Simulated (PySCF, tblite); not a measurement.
# C₃H₆F₂O₂Si− (doublet): geometry, infrared bands and EPR parameters

What infrared bands and EPR parameters should C₃H₆F₂O₂Si− (doublet) (`FC(F)O[CH-][CH]O[SiH3]`) show?

The runs use tblite 0.8.0 and PySCF 2.14.0, with density-fitted response routines of our own; the level of theory stands in each step. All values are computed, except where a source is named. Atoms are numbered from 0 throughout.

## (1) The molecule as given

14 atoms, charge -1, multiplicity 2; geometry from: force field or distance geometry start.

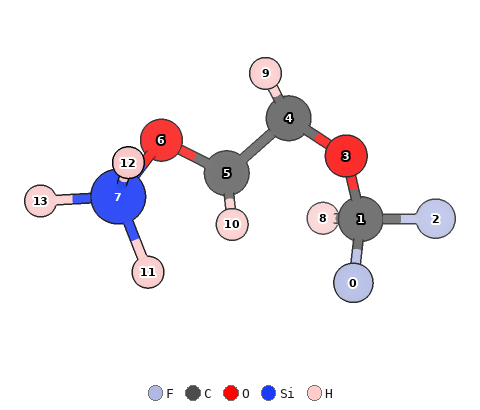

The starting geometry (fluorine light blue, carbon dark grey, oxygen red, silicon blue, hydrogen pink), atoms numbered.

## (2) Geometry optimisation with GFN2-xTB

What the job is given:

```
{"job": {"kind": "relax", "xc": "GFN2-xTB", "basis": "xTB"}, "charge": -1, "multiplicity": 2}
F      1.640000    -1.523100    -1.372400
C      2.128600    -0.469000    -0.597000
F      3.524500    -0.641100    -0.617600
O      1.678700    -0.571300     0.719500
C      0.994700     0.612300     1.012100
C      0.001600     0.888600    -0.113000
O     -1.227600     1.157300     0.512200
Si    -2.441900     0.086000    -0.058200
H      1.811300     0.503500    -0.967500
H      0.429400     0.553000     1.960700
H     -0.192500    -0.016000    -0.725900
H     -2.024900    -0.622100    -1.277900
H     -2.726200    -0.873100     1.033900
H     -3.596400     0.914500    -0.411100
```

Run with:

```bash
$ OMP_NUM_THREADS=1 python probes_run.py task.json out
```

The driver reads the jobs from task.json and runs them one after another.

What it wrote:

```text
step      E/eV     max force
  0    -786.90400    4.366
  1    -787.64095    1.763
  2    -787.79214    1.298
  3    -787.92977    1.329
  4    -788.11068    0.735
  5    -788.17689    0.667
  6    -788.26297    0.665
  7    -788.32011    0.655
  8    -788.36157    0.496
  9    -788.38503    0.358
 10    -788.40735    0.374
 11    -788.43644    0.536
 12    -788.47374    0.600
 13    -788.51295    0.543
 14    -788.54513    0.431
 15    -788.57356    0.471
 16    -788.60058    0.461
 17    -788.61909    0.330
 18    -788.63461    0.375
 19    -788.65185    0.382
 20    -788.67008    0.369
 21    -788.68861    0.267
 22    -788.69569    0.245
 23    -788.70117    0.195
 24    -788.70642    0.222
 25    -788.71337    0.201
 26    -788.71991    0.238
 27    -788.72444    0.182
 28    -788.72706    0.129
 29    -788.72882    0.134
 30    -788.73041    0.084
 31    -788.73169    0.075
 32    -788.73264    0.066
 33    -788.73318    0.074
 34    -788.73404    0.069
 35    -788.73481    0.063
 36    -788.73564    0.071
 37    -788.73645    0.088
 38    -788.73739    0.089
 39    -788.73867    0.126
 40    -788.74085    0.195
 41    -788.74451    0.249
 42    -788.74781    0.190
 43    -788.75061    0.141
 44    -788.75269    0.101
 45    -788.75339    0.082
 46    -788.75423    0.075
 47    -788.75510    0.066
 48    -788.75565    0.063
 49    -788.75631    0.062
 50    -788.75692    0.059
 51    -788.75753    0.074
 52    -788.75807    0.065
 53    -788.75860    0.053
 54    -788.75918    0.058
 55    -788.75992    0.082
 56    -788.76075    0.093
 57    -788.76158    0.077
 58    -788.76246    0.077
 59    -788.76351    0.089
 60    -788.76474    0.108
 61    -788.76598    0.110
 62    -788.76699    0.096
 63    -788.76774    0.071
 64    -788.76853    0.082
 65    -788.76997    0.137
 66    -788.77186    0.150
 67    -788.77405    0.117
 68    -788.77600    0.108
 69    -788.77769    0.107
 70    -788.77914    0.138
 71    -788.78075    0.101
 72    -788.78247    0.061
 73    -788.78313    0.062
 74    -788.78358    0.052
 75    -788.78403    0.053
 76    -788.78498    0.062
 77    -788.78603    0.074
 78    -788.78667    0.061
 79    -788.78637    0.074
 80    -788.78705    0.023
 81    -788.78710    0.023
 82    -788.78717    0.016
 83    -788.78723    0.016
 84    -788.78727    0.019
 85    -788.78733    0.027
 86    -788.78744    0.033
 87    -788.78764    0.037
 88    -788.78795    0.042
 89    -788.78837    0.049
 90    -788.78883    0.064
 91    -788.78936    0.078
 92    -788.79006    0.073
 93    -788.79081    0.080
 94    -788.79147    0.072
 95    -788.79188    0.053
 96    -788.79240    0.051
 97    -788.79300    0.078
 98    -788.79400    0.095
 99    -788.79552    0.108
100    -788.79721    0.120
101    -788.79842    0.127
102    -788.79895    0.120
103    -788.80068    0.077
104    -788.80141    0.058
105    -788.80205    0.057
106    -788.80239    0.040
107    -788.80269    0.049
108    -788.80310    0.049
109    -788.80369    0.077
110    -788.80457    0.077
111    -788.80585    0.080
112    -788.80003    0.343
113    -788.80710    0.080
114    -788.80775    0.063
115    -788.80937    0.095
116    -788.81030    0.143
117    -788.81194    0.094
118    -788.81373    0.097
119    -788.81357    0.251
120    -788.81767    0.069
121    -788.82034    0.091
122    -788.81726    0.341
123    -788.82348    0.136
124    -788.82532    0.096
125    -788.82199    0.356
126    -788.82900    0.052
127    -788.83064    0.066
128    -788.82885    0.285
129    -788.83392    0.063
130    -788.83496    0.061
131    -788.83560    0.173
132    -788.83722    0.064
133    -788.83790    0.073
134    -788.83940    0.078
135    -788.83990    0.102
136    -788.84033    0.084
137    -788.84090    0.073
138    -788.84116    0.047
139    -788.84133    0.052
140    -788.84150    0.029
141    -788.84174    0.028
142    -788.84190    0.027
143    -788.84206    0.035
144    -788.84221    0.032
145    -788.84241    0.034
146    -788.84266    0.037
147    -788.84300    0.040
148    -788.84338    0.045
149    -788.84379    0.047
150    -788.84426    0.051
151    -788.84481    0.065
152    -788.84546    0.081
153    -788.84620    0.087
154    -788.84708    0.077
155    -788.84813    0.083
156    -788.84948    0.094
157    -788.85055    0.156
158    -788.85223    0.098
159    -788.85368    0.080
160    -788.85579    0.104
161    -788.85652    0.061
162    -788.85768    0.055
163    -788.85881    0.098
164    -788.85925    0.045
165    -788.85981    0.038
166    -788.86071    0.045
167    -788.86095    0.030
168    -788.86119    0.052
169    -788.86131    0.029
170    -788.86146    0.025
171    -788.86164    0.028
172    -788.86175    0.027
173    -788.86193    0.030
174    -788.86211    0.029
175    -788.86227    0.026
176    -788.86242    0.038
177    -788.86257    0.035
178    -788.86279    0.041
179    -788.86297    0.044
180    -788.86319    0.035
181    -788.86340    0.035
182    -788.86365    0.043
183    -788.86392    0.052
184    -788.86421    0.048
185    -788.86455    0.042
186    -788.86499    0.047
187    -788.86565    0.071
188    -788.86679    0.115
189    -788.86849    0.155
190    -788.87033    0.137
191    -788.87250    0.207
192    -788.87490    0.169
193    -788.87519    0.386
194    -788.87781    0.098
195    -788.87904    0.076
196    -788.88033    0.133
197    -788.88130    0.076
198    -788.88214    0.083
199    -788.88358    0.197
200    -788.88422    0.097
201    -788.88532    0.103
202    -788.88628    0.079
203    -788.88751    0.076
204    -788.88868    0.087
205    -788.88799    0.300
206    -788.89044    0.079
207    -788.89115    0.038
208    -788.89203    0.091
209    -788.89273    0.100
210    -788.89362    0.072
211    -788.89422    0.078
212    -788.89503    0.130
213    -788.89582    0.106
214    -788.89658    0.077
215    -788.89734    0.078
216    -788.89768    0.069
217    -788.89801    0.063
218    -788.89838    0.054
219    -788.89868    0.072
220    -788.89887    0.060
221    -788.89906    0.052
222    -788.89928    0.053
223    -788.89956    0.052
224    -788.89989    0.046
225    -788.90014    0.039
226    -788.90027    0.025
227    -788.90037    0.019
228    -788.90044    0.019
229    -788.90052    0.024
230    -788.90059    0.024
231    -788.90067    0.030
232    -788.90074    0.026
233    -788.90078    0.017
234    -788.90080    0.010
```

It took 2.4 s on 1 thread of Arm Neoverse N1, shared host.

Relaxation path: (not every step is listed)

```csv
step,energy from step 0 (eV),largest force (eV/Å)
0,0.0000,4.3661
1,-0.7369,1.7628
2,-0.8881,1.2979
3,-1.0258,1.3287
4,-1.2067,0.7345
5,-1.2729,0.6670
6,-1.3590,0.6645
7,-1.4161,0.6553
8,-1.4576,0.4964
30,-1.8264,0.0842
52,-1.8541,0.0646
74,-1.8796,0.0519
96,-1.8884,0.0509
118,-1.9097,0.0967
140,-1.9375,0.0291
162,-1.9537,0.0551
184,-1.9602,0.0484
206,-1.9864,0.0785
228,-1.9964,0.0185
229,-1.9965,0.0238
230,-1.9966,0.0241
231,-1.9967,0.0296
232,-1.9967,0.0256
233,-1.9968,0.0175
234,-1.9968,0.0099
```

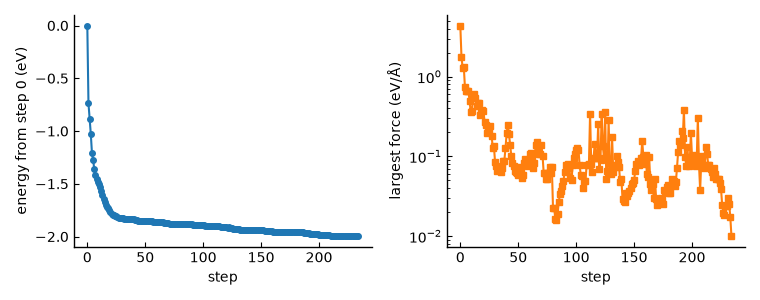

Energy and force, step by step.

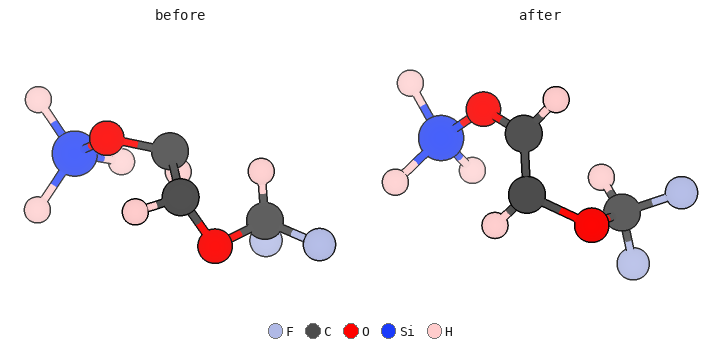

Before and after, at one scale.

Distances of close pairs at the start and the end, largest changes first:

| bond | before (Å) | after (Å) | change (Å) |
| --- | --- | --- | --- |
| O3–C4 | 1.398 | 1.562 | +0.164 |
| C4–C5 | 1.526 | 1.382 | -0.144 |
| O6–Si7 | 1.717 | 1.594 | -0.123 |
| C1–O3 | 1.395 | 1.289 | -0.106 |
| C5–H10 | 1.110 | 1.080 | -0.030 |
| C1–H8 | 1.088 | 1.110 | +0.022 |
| C4–H9 | 1.106 | 1.088 | -0.018 |
| C1–F2 | 1.407 | 1.391 | -0.016 |

The end geometry stands in the next job.

## (3) Vibrational analysis with GFN2-xTB

What the job is given:

```
{"job": {"kind": "ir", "xc": "GFN2-xTB", "basis": "xTB"}, "charge": -1, "multiplicity": 2}
F      2.127630    -2.059496    -0.817033
C      1.999211    -0.682214    -0.604217
F      3.094791    -0.197717    -1.310340
O      2.019174    -0.352989     0.642114
C      0.697004     0.282576     1.178570
C      0.111455     1.236983     0.368799
O     -1.220246     1.211840    -0.076309
Si    -2.358793     0.096911    -0.113305
H      1.102873    -0.364543    -1.177001
H      0.055751    -0.538521     1.492014
H      0.665120     2.039489    -0.095297
H     -2.111112    -1.088776    -0.958439
H     -2.696503    -0.444730     1.221076
H     -3.487035     0.860716    -0.652697
```

What it wrote:

```text
mode    cm-1     km/mol
  1      34.6      0.19
  2      43.8      1.37
  3      71.3      3.65
  4     105.4      0.78
  5     148.8      6.26
  6     177.3     12.15
  7     232.6     20.59
  8     294.8    219.37
  9     378.5      3.54
 10     428.7     36.97
 11     446.5      1.49
 12     457.8     25.06
 13     533.6     23.83
 14     572.2    105.03
 15     632.2     74.76
 16     684.0    142.49
 17     744.7    188.28
 18     751.9     45.69
 19     813.9    368.43
 20     823.5    166.07
 21     848.6     27.37
 22     869.4    372.05
 23     943.0    334.13
 24    1075.0     60.33
 25    1183.1     64.46
 26    1232.7     20.55
 27    1233.4    114.96
 28    1248.3    232.14
 29    1302.8     13.31
 30    1367.4     39.67
 31    2056.3    532.51
 32    2118.7    313.94
 33    2218.1    375.54
 34    2783.7     58.05
 35    2950.9    125.69
 36    3049.3    112.41
```

Run time: 0.69 s. Hardware: 1 thread of Arm Neoverse N1, shared host.

Which atoms move in the most intense modes:

```
cm⁻¹  km/mol                                atoms
 295   219.4  H10 29 %, O3 19 %, C4 15 %, C5 14 %
 814   368.4  C1 32 %, H9 17 %, H13 11 %, C4 10 %
 869   372.1                   H12 32 %, H11 28 %
 943   334.1                     C1 68 %, F2 15 %
1248   232.1           H10 39 %, C1 30 %, O3 22 %
2056   532.5                   H12 60 %, H11 36 %
2119   313.9                   H11 59 %, H12 35 %
2218   375.5                             H13 93 %
```

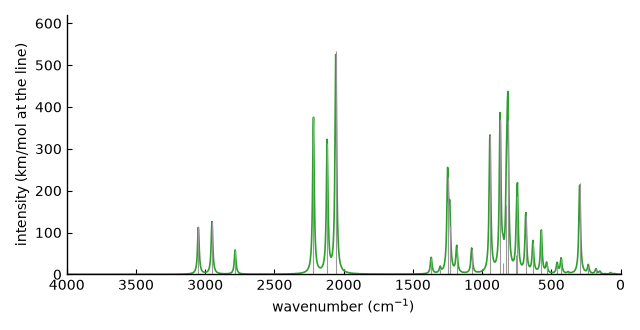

The infrared spectrum from these modes, unscaled. Lines are broadened to a width of 14 cm⁻¹ (Lorentzian).

## (4) g tensor and hyperfine couplings: B3LYP/pcH-1

The job, as its differences from that of step 3:

```diff
@@ -1,2 +1,2 @@
-{"job": {"kind": "ir", "xc": "GFN2-xTB", "basis": "xTB"}, "charge": -1, "multiplicity": 2}
+{"job": {"kind": "epr", "basis": "pcH-1"}, "charge": -1, "multiplicity": 2}
 F      2.127630    -2.059496    -0.817033
```

Level: UKS B3LYP, pcH-1 on C F H O Si, non-relativistic, mean-field spin-orbit, GIAO.

What it wrote:

```text
UKS, coarse grid
  cycle   1  E = -757.30119069  |g| = 8.43e-01
  cycle   2  E = -756.81879122  |g| = 1.44e+00
  cycle   3  E = -757.53434056  |g| = 1.41e-01
  cycle   4  E = -757.53973686  |g| = 8.38e-02
  cycle   5  E = -757.54182536  |g| = 1.44e-02
  cycle   6  E = -757.54189791  |g| = 9.79e-03
  cycle   7  E = -757.54194412  |g| = 2.41e-03
  cycle   8  E = -757.54194718  |g| = 1.35e-03
  cycle   9  E = -757.54194794  |g| = 4.98e-04
UKS, final grid
  cycle   1  E = -757.54186458  |g| = 7.57e-04
  cycle   2  E = -757.54186420  |g| = 1.27e-03
  cycle   3  E = -757.54186481  |g| = 1.16e-04
  cycle   4  E = -757.54186482  |g| = 3.05e-05
  cycle   5  E = -757.54186482  |g| = 1.39e-05
E = -757.54186482 Eh   <S^2> = 0.7579 (exact 0.7500)
g shifts (ppm)      1          2          3
  rmc          -203       -203       -203
  gc             49         13          4
  oz_so        -218        369        818
  total        -372        179        619
hyperfine (MHz)  atom isotope    a_iso     a_fc   dipolar eigenvalues
    0   19F      26.83      26.81    -13.04    -11.10     24.13
    1   13C      14.40      14.40     -4.53     -2.30      6.84
    2   19F      29.56      29.54     -8.59     -6.67     15.26
    3   17O    -196.85    -196.87    -23.05     10.58     12.48
    4   13C     398.95     399.00    -40.18    -25.24     65.42
    5   13C      94.76      94.81    -42.22    -38.15     80.36
    6   17O     -77.55     -77.59    -16.26      7.08      9.18
    7  29Si     -18.15     -18.24     -9.61      3.89      5.71
    8    1H      -1.09      -1.09     -4.58     -0.68      5.26
    9    1H      -8.50      -8.51    -16.16     -2.17     18.33
   10    1H     -31.73     -31.74    -19.00     -2.15     21.15
   11    1H      13.28      13.27     -1.79     -1.00      2.79
   12    1H      -1.65      -1.66     -1.95     -0.99      2.95
   13    1H      -4.90      -4.90     -1.69     -1.05      2.74
```

Run time: 2.3 min. Hardware: 1 thread of Arm Neoverse N1, shared host; peak memory 1 GiB.

Principal g values 2.00195, 2.00250, 2.00294; g(iso) = 2.00246, against 2.00232 for a free electron.

Mean a(iso) over the nuclei that a row names, and the largest dipolar term of the row (other rows stand at the frozen geometry):

```csv
nuclei,isotope,a(iso) (MHz),"a(iso) (G, at g = 2.0023)",largest dipolar term (MHz)
C4,13C,399.0,142.4,65.4
O3,17O,-196.9,-70.2,-23.1
C5,13C,94.8,33.8,80.4
O6,17O,-77.5,-27.7,-16.3
H10,1H,-31.7,-11.3,21.1
"F0, F2",19F,28.2,10.1,24.1
Si7,29Si,-18.1,-6.5,-9.6
C1,13C,14.4,5.1,6.8
H9,1H,-8.5,-3.0,18.3
"H11, H12, H13",1H,2.2,0.8,2.9
H8,1H,-1.1,-0.4,5.3
```

Mulliken spin populations:

F0 0.00; C1 0.02; F2 0.00; O3 0.04; C4 0.41; C5 0.46; O6 0.01; Si7 0.07; H8 0.01; H9 -0.01; H10 -0.02; H11 0.01; H12 0.00; H13 0.00

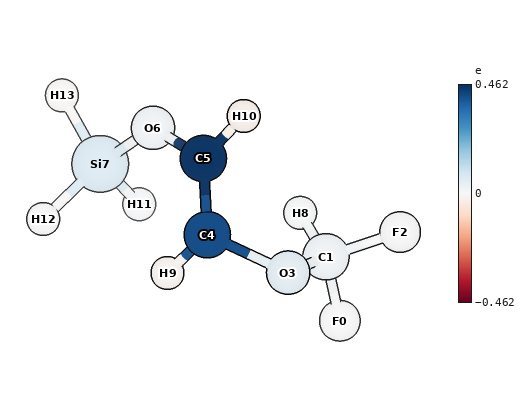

Mulliken spin populations, as colours on the atoms.

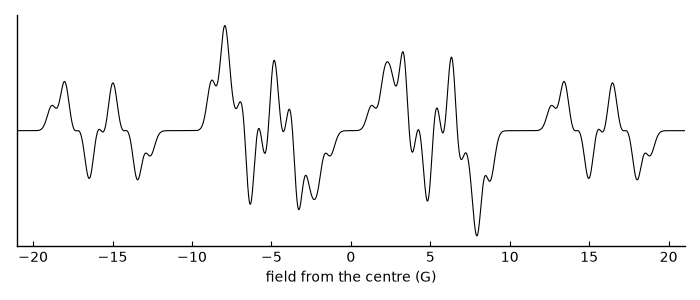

First-order isotropic spectrum (first derivative, main isotopes with spin only, couplings over 0.8 MHz, Gaussian width 0.3 G; couplings of the frozen geometry, rotation of groups not averaged beyond the rows shown).

The fields below are evaluated on a grid from the run's orbitals.

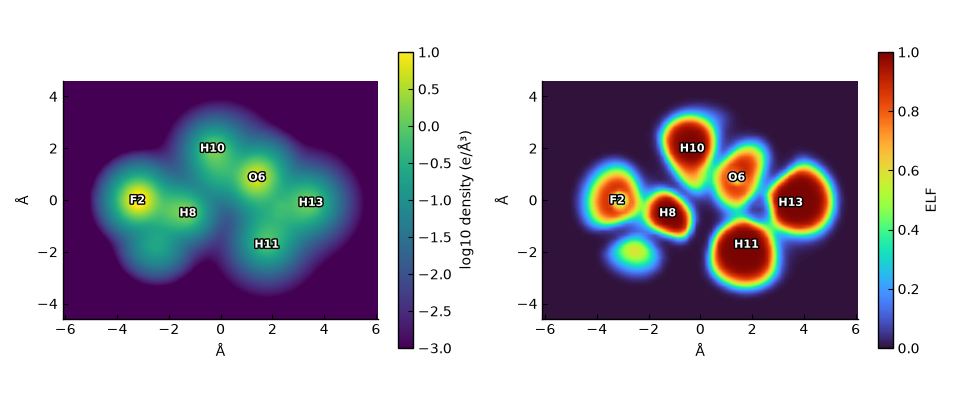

Density (left) and ELF (right) in a plane through or near 6 of the atoms.

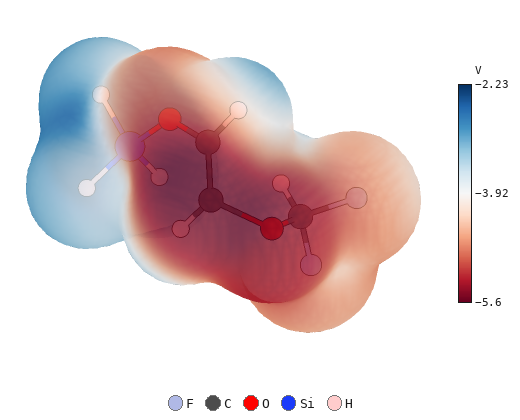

Electrostatic potential on the surface of density 0.002 e/bohr³; red is low, blue high. It runs from -5.60 V near C4 to -2.23 V near H12.

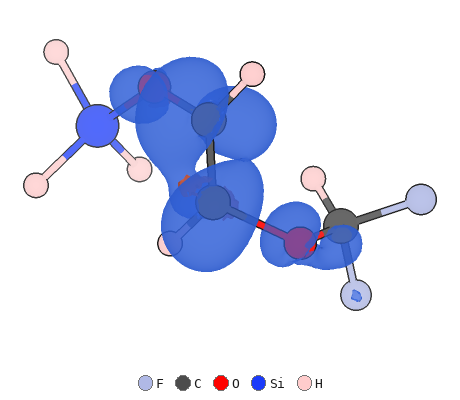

Spin density at ±0.03 e/Å³ (alpha excess blue, beta excess red).

## (5) Outcome

| quantity | value |
| --- | --- |
| strongest single infrared mode (GFN2-xTB) | 2056 cm⁻¹, 533 km/mol |
| zero-point energy (GFN2-xTB) | 49.8 kcal/mol |
| g(iso) (B3LYP) | 2.00246 |
| ⟨S²⟩ | 0.758 (exact 0.75) |
| largest a(iso) (averaged by class) | 13C on C4, 399.0 MHz |

What this shows: Over 234 steps the energy fell by 1.997 eV; of the close pairs, O3–C4 changed most, 1.398 to 1.562 Å. No mode is imaginary among the 36: a minimum at this level. The strongest single mode, at 2056 cm⁻¹, moves mainly H12 and H11. GFN2-xTB is a fitted tight-binding method: band positions and strengths are rough. Its intensities can rank the bands wrongly. The largest spin populations lie on C5 (0.46 e), C4 (0.41 e). The isotropic g lies 0.1 ppt above the free-electron value. The records flag this anion as possibly unbound in the gas phase, so the basis may hold the extra electron. These values are for one conformer; the search (at its own cheap level) found 2 more, at 1.24, 3.59 kcal/mol, and measured spectra average over such forms.
